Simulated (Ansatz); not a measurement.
# SiN2H6 + H2O: a complex and its separated parts, part 1 of 2

The complex below is one end of an elementary step. How strongly is it bound against its free parts?

Program: Ansatz 0.2.0, Gaussian basis. Level of theory: PBE0-D4/def2-TZVP structures, single points in def2-TZVPP, no counterpoise correction. These are calculated values, not measurements.

Levels: SPW92, PBE-D4, BLYP-D4, r2SCAN-D4, B97M-V, PBE0-D4, B3LYP-D4, r2SCAN0-D4, BHLYP-D4, CAM-B3LYP-D4, wB97X-V, wB97M-V, B2PLYP, PBE-QIDH, RPA on PBE, Hartree-Fock, MP2, CCSD, CCSD(T).

Cores are frozen in the correlated methods. B3LYP uses VWN-RPA correlation. B2PLYP carries no dispersion term here.

94 further runs of the same task are left out: 94 set aside as unsound or not needed. Runs told in other sessions of the task aren't counted.

**1. Where the work starts**

The complex: 12 atoms, charge 0, spin multiplicity 1.

Atoms are counted from 1 here; the program's logs count them from 0.

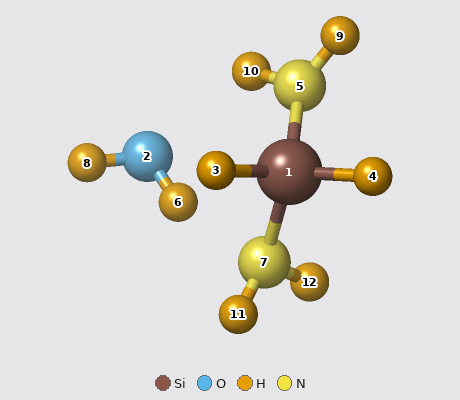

Start geometry, drawn with silicon brown, oxygen blue, hydrogen amber, nitrogen yellow; atoms are numbered from 1 in the order of the file.

Coordinates:

```xyz
12
charge 0, multiplicity 1
Si    1.1029   -0.3912    0.2043
O    -2.2198    0.1452   -0.4718
H     1.1497   -1.5567   -0.7266
H     2.4511   -0.2422    0.8227
N     0.0016   -0.4485    1.4960
H    -1.3582    0.4851   -0.7768
N     0.5933    0.9044   -0.8381
H    -2.5619   -0.3810   -1.1968
H     0.2679   -0.7517    2.4157
H    -0.9901   -0.5119    1.3123
H     0.9531    0.9074   -1.7818
H     0.6104    1.8412   -0.4593
```

Its parts: SiN2H6 holds atoms 1, 3, 4, 5, 7, 9, 10, 11, 12; H2O holds atoms 2, 6, 8. Each part counts its atoms afresh in its own runs.

**2. Relaxing SiN2H6 alone**

Input file relax-a/in.yaml:

```yaml
crystal:
  periodic: [false, false, false]
  atoms:
    - {symbol: Si, position_ang: [1.102928, -0.391228, 0.204272]}
    - {symbol: H, position_ang: [1.149665, -1.556718, -0.726610]}
    - {symbol: H, position_ang: [2.451149, -0.242236, 0.822723]}
    - {symbol: N, position_ang: [0.001563, -0.448539, 1.495998]}
    - {symbol: N, position_ang: [0.593348, 0.904354, -0.838068]}
    - {symbol: H, position_ang: [0.267934, -0.751711, 2.415733]}
    - {symbol: H, position_ang: [-0.990093, -0.511932, 1.312319]}
    - {symbol: H, position_ang: [0.953076, 0.907434, -1.781771]}
    - {symbol: H, position_ang: [0.610438, 1.841239, -0.459256]}
basis:
  gaussian: {orbitals: def2-TZVP}
hamiltonian: {xc: pbe0, dispersion: d4}
relax: {f_tol: 0.005, max_steps: 200}
```

Launch:

```
$ ansatz run in.yaml --threads 4 --pin off --events-out ev --progress --plain --max-ram 9574MiB
```

The program printed, shortened:

```text
Functional definition: PBE0
  name "PBE0"
  cite "Adamo & Barone, J. Chem. Phys. 110, 6158 (1999) doi:10.1063/1.478522"
  cite "Perdew, Burke & Ernzerhof, Phys. Rev. Lett. 77, 3865 (1996) doi:10.1103/PhysRevLett.77.3865"
  parent pbe
[...]
842 factors; their error is unknown
[...]
mean field -10951.64371318 eV, -402.4654831688 hartree, gradient 4.2e-5 eV, S^2 0.000000; 0 other end points of the search recorded, 0 dependent functions left out
[...]
reference -10951.64374164 eV, -402.4654842147 hartree; 17, 17 occupied and 118, 118 virtual orbitals, 842 factors
[...]
Atom 1 at     1.151702    -1.542493    -0.720897 Å, force     0.000486     0.001100     0.000964 eV/Å
Atom 2 at     2.432678    -0.275131     0.882965 Å, force    -0.001311    -0.000472    -0.001208 eV/Å
Atom 3 at    -0.004267    -0.429445     1.495277 Å, force    -0.003969     0.000476     0.000174 eV/Å
Atom 4 at     0.672015     0.926510    -0.832638 Å, force    -0.001041     0.003917     0.000898 eV/Å
Atom 5 at     0.279313    -0.778280     2.395155 Å, force     0.000010     0.000267     0.001327 eV/Å
Atom 6 at    -0.991890    -0.544553     1.338117 Å, force     0.001960     0.000025    -0.000642 eV/Å
Atom 7 at     0.879919     0.888349    -1.816126 Å, force    -0.000985    -0.000338    -0.000932 eV/Å
Atom 8 at     0.610979     1.872771    -0.494633 Å, force     0.000544    -0.001722    -0.000255 eV/Å
Dipole moment:    -0.120025     0.095675     0.020970 e Å
```

It took 9.5 s on 4 threads of Arm Neoverse V1, shared host.

Along the way:

| step | energy from step 1 (eV) | largest force component (eV/Å) |
| --- | --- | --- |
| 1 | 0.0000 | 0.6505 |
| 2 | -0.0116 | 0.3194 |
| 3 | -0.0151 | 0.3700 |
| 4 | -0.0219 | 0.2394 |
| 5 | -0.0235 | 0.0333 |
| 6 | -0.0236 | 0.0118 |
| 7 | -0.0236 | 0.0043 |

Close pairs (by a distance rule), those that changed most:

| bond | before (Å) | after (Å) | change (Å) |
| --- | --- | --- | --- |
| Si1–N5 | 1.739 | 1.711 | -0.028 |
| Si1–N4 | 1.698 | 1.711 | +0.012 |
| N5–H9 | 1.011 | 1.007 | -0.004 |
| N5–H8 | 1.010 | 1.006 | -0.004 |
| N4–H7 | 1.011 | 1.007 | -0.004 |
| Si1–H3 | 1.491 | 1.493 | +0.002 |
| N4–H6 | 1.004 | 1.006 | +0.002 |
| Si1–H2 | 1.492 | 1.493 | +0.000 |

**3. Relaxing H2O alone**

Input file relax-b/in.yaml:

```yaml
crystal:
  periodic: [false, false, false]
  atoms:
    - {symbol: O, position_ang: [-2.219765, 0.145222, -0.471783]}
    - {symbol: H, position_ang: [-1.358229, 0.485100, -0.776795]}
    - {symbol: H, position_ang: [-2.561915, -0.380987, -1.196761]}
basis:
  gaussian: {orbitals: def2-TZVP}
hamiltonian: {xc: pbe0, dispersion: d4}
relax: {f_tol: 0.005, max_steps: 200}
```

Launch:

```
$ ansatz run in.yaml --threads 4 --pin off --events-out ev --progress --plain --max-ram 9574MiB
```

The program printed, shortened:

```text
[... 5 set-up lines as earlier in the session ...]
[...]
239 factors; their error is unknown
[...]
mean field -2078.32636112 eV, -76.3770850308 hartree, gradient 3.1e-5 eV, S^2 0.000000; 0 other end points of the search recorded, 0 dependent functions left out
[...]
reference -2078.33309076 eV, -76.3773323407 hartree; 5, 5 occupied and 38, 38 virtual orbitals, 239 factors
Total energy: -2078.33734647 eV, -76.3774887350 hartree
Atom 0 at    -2.215213     0.148350    -0.470514 Å, force    -0.000783     0.000361     0.001726 eV/Å
Atom 1 at    -1.368450     0.478849    -0.777975 Å, force     0.000044    -0.000419    -0.000959 eV/Å
Atom 2 at    -2.556246    -0.377864    -1.196850 Å, force     0.000739     0.000058    -0.000767 eV/Å
Dipole moment:     0.186488    -0.072170    -0.381214 e Å
```

Run time: 0.7 s. Hardware: 4 threads of Arm Neoverse V1, shared host.

Along the way:

| step | energy from step 1 (eV) | largest force component (eV/Å) |
| --- | --- | --- |
| 1 | 0.0000 | 0.7166 |
| 2 | -0.0064 | 0.1598 |
| 3 | -0.0067 | 0.0062 |
| 4 | -0.0067 | 0.0017 |

Close pairs (by a distance rule), those that changed most:

| bond | before (Å) | after (Å) | change (Å) |
| --- | --- | --- | --- |
| O1–H2 | 0.975 | 0.960 | -0.016 |
| O1–H3 | 0.959 | 0.960 | +0.001 |

**4. SPW92/def2-TZVPP**

Input file parta/in.yaml:

```yaml
crystal:
  periodic: [false, false, false]
  atoms:
    - {symbol: Si, position_ang: [1.109559, -0.367065, 0.198120]}
    - {symbol: H, position_ang: [1.151702, -1.542493, -0.720897]}
    - {symbol: H, position_ang: [2.432678, -0.275131, 0.882965]}
    - {symbol: N, position_ang: [-0.004267, -0.429445, 1.495277]}
    - {symbol: N, position_ang: [0.672015, 0.926510, -0.832638]}
    - {symbol: H, position_ang: [0.279313, -0.778280, 2.395155]}
    - {symbol: H, position_ang: [-0.991890, -0.544553, 1.338117]}
    - {symbol: H, position_ang: [0.879919, 0.888349, -1.816126]}
    - {symbol: H, position_ang: [0.610979, 1.872771, -0.494633]}
basis:
  gaussian: {orbitals: def2-TZVPP}
hamiltonian: {xc: lda}
```

Input file partb/in.yaml:

```yaml
crystal:
  periodic: [false, false, false]
  atoms:
    - {symbol: O, position_ang: [-2.215213, 0.148350, -0.470514]}
    - {symbol: H, position_ang: [-1.368450, 0.478849, -0.777975]}
    - {symbol: H, position_ang: [-2.556246, -0.377864, -1.196850]}
basis:
  gaussian: {orbitals: def2-TZVPP}
hamiltonian: {xc: lda}
```

Each run has its own folder and the same command.

Launch:

```
$ ansatz run in.yaml --threads 4 --pin off --events-out ev --progress --plain --max-ram 9574MiB
```

Output in parta, shortened:

```text
Functional definition: SPW92
  name "SPW92"
  cite "Dirac, Proc. Camb. Phil. Soc. 26, 376 (1930) doi:10.1017/S0305004100016108"
  cite "Slater, Phys. Rev. 81, 385 (1951) doi:10.1103/PhysRev.81.385"
  cite "Perdew & Wang, Phys. Rev. B 45, 13244 (1992) doi:10.1103/PhysRevB.45.13244"
[...]
952 factors; their error is unknown
[...]
mean field -10901.51523723 eV, -400.6232956558 hartree, gradient 9.8e-6 eV, S^2 0.000000; 0 other end points of the search recorded, 0 dependent functions left out
reference -10901.51527190 eV, -400.6232969298 hartree; 17, 17 occupied and 171, 171 virtual orbitals, 952 factors
Total energy: -10901.51527190 eV, -400.6232969298 hartree
```

Output in partb, shortened:

```text
[... 5 set-up lines as earlier in the session ...]
[...]
269 factors; their error is unknown
[...]
mean field -2065.39693336 eV, -75.9019373245 hartree, gradient 5.3e-5 eV, S^2 0.000000; 0 other end points of the search recorded, 0 dependent functions left out
reference -2065.39695219 eV, -75.9019380166 hartree; 5, 5 occupied and 54, 54 virtual orbitals, 269 factors
Total energy: -2065.39695219 eV, -75.9019380166 hartree
```

They took 0.65 s (parta), 0.15 s (partb) on 4 threads of Arm Neoverse V1, shared host.

**5. PBE-D4/def2-TZVPP**

Each input of step 4 (parta, partb) changes in the same lines:

```diff
-hamiltonian: {xc: lda}
+hamiltonian: {xc: pbe, dispersion: d4}
```

One command serves all of them, each in its own folder.

Launch:

```
$ ansatz run in.yaml --threads 4 --pin off --events-out ev --progress --plain --max-ram 9574MiB
```

Log of parta, shortened:

```text
Functional definition: PBE
  name "PBE"
[... 2 set-up lines as earlier in the session ...]
[...]
952 factors; their error is unknown
[...]
mean field -10950.66817772 eV, -402.4296329016 hartree, gradient 1.8e-5 eV, S^2 0.000000; 0 other end points of the search recorded, 0 dependent functions left out
reference -10950.66821435 eV, -402.4296342477 hartree; 17, 17 occupied and 171, 171 virtual orbitals, 952 factors
Total energy: -10950.80625532 eV, -402.4347071598 hartree
```

Output in partb, shortened:

```text
[... 4 set-up lines as earlier in the session ...]
[...]
269 factors; their error is unknown
[...]
mean field -2078.40754629 eV, -76.3800685308 hartree, gradient 4.4e-5 eV, S^2 0.000000; 0 other end points of the search recorded, 0 dependent functions left out
reference -2078.40756676 eV, -76.3800692831 hartree; 5, 5 occupied and 54, 54 virtual orbitals, 269 factors
Total energy: -2078.41288366 eV, -76.3802646758 hartree
```

Times: 1.1 s (parta), 0.2 s (partb) on 4 threads of Arm Neoverse V1, shared host.

**6. BLYP-D4/def2-TZVPP**

Each input of step 5 (parta, partb) changes in the same lines:

```diff
-hamiltonian: {xc: pbe, dispersion: d4}
+hamiltonian: {xc: {name: BLYP}, dispersion: d4}
```

The same command starts each run, in its folder.

Launch:

```
$ ansatz run in.yaml --threads 4 --pin off --events-out ev --progress --plain --max-ram 9574MiB
```

parta printed, shortened:

```text
Functional definition: BLYP
  name "BLYP"
  cite "Becke, Phys. Rev. A 38, 3098 (1988) doi:10.1103/PhysRevA.38.3098"
  cite "Lee, Yang & Parr, Phys. Rev. B 37, 785 (1988) doi:10.1103/PhysRevB.37.785"
[...]
952 factors; their error is unknown
[...]
mean field -10957.38955906 eV, -402.6766391102 hartree, gradient 6.2e-5 eV, S^2 0.000000; 0 other end points of the search recorded, 0 dependent functions left out
reference -10957.38987305 eV, -402.6766506488 hartree; 17, 17 occupied and 171, 171 virtual orbitals, 952 factors
Total energy: -10957.70090970 eV, -402.6880810349 hartree
```

Output in partb, shortened:

```text
[... 4 set-up lines as earlier in the session ...]
[...]
269 factors; their error is unknown
[...]
mean field -2080.27676520 eV, -76.4487610590 hartree, gradient 8.6e-5 eV, S^2 0.000000; 0 other end points of the search recorded, 0 dependent functions left out
reference -2080.27695475 eV, -76.4487680248 hartree; 5, 5 occupied and 54, 54 virtual orbitals, 269 factors
Total energy: -2080.28979681 eV, -76.4492399615 hartree
```

They took 1.1 s (parta), 0.2 s (partb) on 4 threads of Arm Neoverse V1, shared host.

**7. r2SCAN-D4/def2-TZVPP**

The same edit goes into each in.yaml of step 6 (parta, partb):

```diff
-hamiltonian: {xc: {name: BLYP}, dispersion: d4}
+hamiltonian: {xc: r2scan, dispersion: d4}
```

One command serves all of them, each in its own folder.

Launch:

```
$ ansatz run in.yaml --threads 4 --pin off --events-out ev --progress --plain --max-ram 9574MiB
```

Log of parta, shortened:

```text
Functional definition: r2SCAN
  name "r2SCAN"
  cite "Furness, Kaplan, Ning, Perdew & Sun, J. Phys. Chem. Lett. 11, 8208 (2020) doi:10.1021/acs.jpclett.0c02405"
  cite "Furness, Kaplan, Ning, Perdew & Sun, J. Phys. Chem. Lett. 11, 9248 (2020) doi:10.1021/acs.jpclett.0c03077"
  parent r2scan
[...]
952 factors; their error is unknown
[...]
mean field -10956.23618363 eV, -402.6342533447 hartree, gradient 2.6e-5 eV, S^2 0.000000; 0 other end points of the search recorded, 0 dependent functions left out
reference -10956.23619509 eV, -402.6342537659 hartree; 17, 17 occupied and 171, 171 virtual orbitals, 952 factors
Total energy: -10956.26896822 eV, -402.6354581563 hartree
```

partb printed, shortened:

```text
[... 5 set-up lines as earlier in the session ...]
[...]
269 factors; their error is unknown
[...]
mean field -2079.58113207 eV, -76.4231970130 hartree, gradient 8.5e-5 eV, S^2 0.000000; 0 other end points of the search recorded, 0 dependent functions left out
reference -2079.58113728 eV, -76.4231972042 hartree; 5, 5 occupied and 54, 54 virtual orbitals, 269 factors
Total energy: -2079.58240977 eV, -76.4232439674 hartree
```

Times: 2.3 s (parta), 0.45 s (partb) on 4 threads of Arm Neoverse V1, shared host.

**8. B97M-V/def2-TZVPP**

Each input of step 7 (parta, partb) changes in the same lines:

```diff
-hamiltonian: {xc: r2scan, dispersion: d4}
+hamiltonian: {xc: {name: B97M-V}}
```

Each run has its own folder and the same command.

Launch:

```
$ ansatz run in.yaml --threads 4 --pin off --events-out ev --progress --plain --max-ram 9574MiB
```

Log of parta, shortened:

```text
Functional definition: B97M-V
  name "B97M-V"
  cite "Mardirossian & Head-Gordon, J. Chem. Phys. 142, 074111 (2015) doi:10.1063/1.4907719"
  cite "Becke, J. Chem. Phys. 107, 8554 (1997) doi:10.1063/1.475007"
  cite "Vydrov & Van Voorhis, J. Chem. Phys. 133, 244103 (2010) doi:10.1063/1.3521275"
  # Of w^i u^j: cxij and so on, Table III.
[...]
  gx(w, u) = cx00 + cx01*u + cx02*u^2 + (cx10 + cx11*u)*w
[...]
  gos(w, u) = cos00 + cos01*u + cos03*u^3 + cos10*w + cos32*w^3*u^2
[...]
      + integral(e_c_pw_mod_opposite_spin*gos(b97_w_opposite, b97_u_opposite)) + vv10(b, c)
952 factors; their error is unknown
[...]
mean field -10956.14998340 eV, -402.6310855449 hartree, gradient 4.9e-5 eV, S^2 0.000000; 0 other end points of the search recorded, 0 dependent functions left out
reference -10956.15004017 eV, -402.6310876311 hartree; 17, 17 occupied and 171, 171 virtual orbitals, 952 factors
Total energy: -10956.15004017 eV, -402.6310876311 hartree
```

Output in partb, shortened:

```text
[... 5 set-up lines as earlier in the session ...]
  # Of w^i u^j: cxij and so on, Table III.
[...]
  gx(w, u) = cx00 + cx01*u + cx02*u^2 + (cx10 + cx11*u)*w
[...]
  gos(w, u) = cos00 + cos01*u + cos03*u^3 + cos10*w + cos32*w^3*u^2
[...]
      + integral(e_c_pw_mod_opposite_spin*gos(b97_w_opposite, b97_u_opposite)) + vv10(b, c)
269 factors; their error is unknown
[...]
mean field -2079.93549462 eV, -76.4362195964 hartree, gradient 2.9e-5 eV, S^2 0.000000; 0 other end points of the search recorded, 0 dependent functions left out
reference -2079.93552143 eV, -76.4362205818 hartree; 5, 5 occupied and 54, 54 virtual orbitals, 269 factors
Total energy: -2079.93552143 eV, -76.4362205818 hartree
```

They took 4.3 s (parta), 0.45 s (partb) on 4 threads of Arm Neoverse V1, shared host.

**9. PBE0-D4/def2-TZVPP**

Each input of step 8 (parta, partb) changes in the same lines:

```diff
-hamiltonian: {xc: {name: B97M-V}}
+hamiltonian: {xc: pbe0, dispersion: d4}
+output: {orbitals: {seedname: orbitals}}
```

The same command starts each run, in its folder.

Launch:

```
$ ansatz run in.yaml --threads 4 --pin off --events-out ev --progress --plain --max-ram 9574MiB
```

Output in parta, shortened:

```text
[... 5 set-up lines as earlier in the session ...]
[...]
955 factors; their error is unknown
[...]
mean field -10951.77324707 eV, -402.4702434514 hartree, gradient 9.1e-6 eV, S^2 0.000000; 0 other end points of the search recorded, 0 dependent functions left out
reference -10951.77327511 eV, -402.4702444819 hartree; 17, 17 occupied and 171, 171 virtual orbitals, 955 factors
Total energy: -10951.88799292 eV, -402.4744602836 hartree
```

Log of partb, shortened:

```text
[... 5 set-up lines as earlier in the session ...]
[...]
269 factors; their error is unknown
[...]
mean field -2078.42781538 eV, -76.3808134064 hartree, gradient 1.2e-5 eV, S^2 0.000000; 0 other end points of the search recorded, 0 dependent functions left out
reference -2078.42782989 eV, -76.3808139394 hartree; 5, 5 occupied and 54, 54 virtual orbitals, 269 factors
Total energy: -2078.43208559 eV, -76.3809703337 hartree
```

Times: 1.5 s (parta), 0.2 s (partb) on 4 threads of Arm Neoverse V1, shared host.

**10. B3LYP-D4/def2-TZVPP**

Each input of step 9 (parta, partb) changes in the same lines:

```diff
-hamiltonian: {xc: pbe0, dispersion: d4}
-output: {orbitals: {seedname: orbitals}}
+hamiltonian: {xc: {name: B3LYP}, dispersion: d4}
```

Each run has its own folder and the same command.

Launch:

```
$ ansatz run in.yaml --threads 4 --pin off --events-out ev --progress --plain --max-ram 9574MiB
```

Log of parta, shortened:

```text
Functional definition: B3LYP
  name "B3LYP"
  cite "Stephens, Devlin, Chabalowski & Frisch, J. Phys. Chem. 98, 11623 (1994) doi:10.1021/j100096a001"
[... 2 set-up lines as earlier in the session ...]
  cite "Vosko, Wilk & Nusair, Can. J. Phys. 58, 1200 (1980) doi:10.1139/p80-159"
[...]
955 factors; their error is unknown
[...]
mean field -10959.48791086 eV, -402.7537521165 hartree, gradient 1.1e-5 eV, S^2 0.000000; 0 other end points of the search recorded, 0 dependent functions left out
reference -10959.48814583 eV, -402.7537607514 hartree; 17, 17 occupied and 171, 171 virtual orbitals, 955 factors
Total energy: -10959.71086058 eV, -402.7619453674 hartree
```

Log of partb, shortened:

```text
[... 6 set-up lines as earlier in the session ...]
[...]
269 factors; their error is unknown
[...]
mean field -2080.76395628 eV, -76.4666650010 hartree, gradient 1.1e-5 eV, S^2 0.000000; 0 other end points of the search recorded, 0 dependent functions left out
reference -2080.76409464 eV, -76.4666700856 hartree; 5, 5 occupied and 54, 54 virtual orbitals, 269 factors
Total energy: -2080.77252046 eV, -76.4669797288 hartree
```

They took 1.4 s (parta), 0.2 s (partb) on 4 threads of Arm Neoverse V1, shared host.

**11. r2SCAN0-D4/def2-TZVPP**

The same edit goes into each in.yaml of step 10 (parta, partb):

```diff
-hamiltonian: {xc: {name: B3LYP}, dispersion: d4}
+hamiltonian: {xc: {name: r2SCAN0}, dispersion: d4}
```

One command serves all of them, each in its own folder.

Launch:

```
$ ansatz run in.yaml --threads 4 --pin off --events-out ev --progress --plain --max-ram 9574MiB
```

Log of parta, shortened:

```text
Functional definition: r2SCAN0
  name "r2SCAN0"
  cite "Bursch, Neugebauer, Ehlert & Grimme, J. Chem. Phys. 156, 134105 (2022) doi:10.1063/5.0086040"
[... 3 set-up lines as earlier in the session ...]
[...]
955 factors; their error is unknown
[...]
mean field -10955.78424044 eV, -402.6176447390 hartree, gradient 2.1e-5 eV, S^2 0.000000; 0 other end points of the search recorded, 0 dependent functions left out
reference -10955.78424949 eV, -402.6176450715 hartree; 17, 17 occupied and 171, 171 virtual orbitals, 955 factors
Total energy: -10955.82230662 eV, -402.6190436454 hartree
```

partb printed, shortened:

```text
[... 6 set-up lines as earlier in the session ...]
[...]
269 factors; their error is unknown
[...]
mean field -2079.27470675 eV, -76.4119360900 hartree, gradient 1.9e-5 eV, S^2 0.000000; 0 other end points of the search recorded, 0 dependent functions left out
reference -2079.27471085 eV, -76.4119362407 hartree; 5, 5 occupied and 54, 54 virtual orbitals, 269 factors
Total energy: -2079.27611496 eV, -76.4119878409 hartree
```

They took 2.5 s (parta), 0.45 s (partb) on 4 threads of Arm Neoverse V1, shared host.

**12. BHLYP-D4/def2-TZVPP**

The same edit goes into each in.yaml of step 11 (parta, partb):

```diff
-hamiltonian: {xc: {name: r2SCAN0}, dispersion: d4}
+hamiltonian: {xc: {name: BHLYP}, dispersion: d4}
```

Each run has its own folder and the same command.

Launch:

```
$ ansatz run in.yaml --threads 4 --pin off --events-out ev --progress --plain --max-ram 9574MiB
```

parta printed, shortened:

```text
Functional definition: BHLYP
  name "BHLYP"
  cite "Becke, J. Chem. Phys. 98, 1372 (1993) doi:10.1063/1.464304"
[... 2 set-up lines as earlier in the session ...]
[...]
1002 factors; their error is unknown
[...]
mean field -10956.98293159 eV, -402.6616958262 hartree, gradient 3.6e-5 eV, S^2 0.000000; 0 other end points of the search recorded, 0 dependent functions left out
reference -10956.98309279 eV, -402.6617017500 hartree; 17, 17 occupied and 171, 171 virtual orbitals, 1002 factors
Total energy: -10957.14445775 eV, -402.6676318031 hartree
```

Log of partb, shortened:

```text
[... 5 set-up lines as earlier in the session ...]
[...]
295 factors; their error is unknown
[...]
mean field -2079.57892407 eV, -76.4231158705 hartree, gradient 2.0e-5 eV, S^2 0.000000; 0 other end points of the search recorded, 0 dependent functions left out
reference -2079.57901486 eV, -76.4231192069 hartree; 5, 5 occupied and 54, 54 virtual orbitals, 295 factors
Total energy: -2079.58396654 eV, -76.4233011776 hartree
```

They took 1.4 s (parta), 0.2 s (partb) on 4 threads of Arm Neoverse V1, shared host.

(Continued in part 2 of 2.)
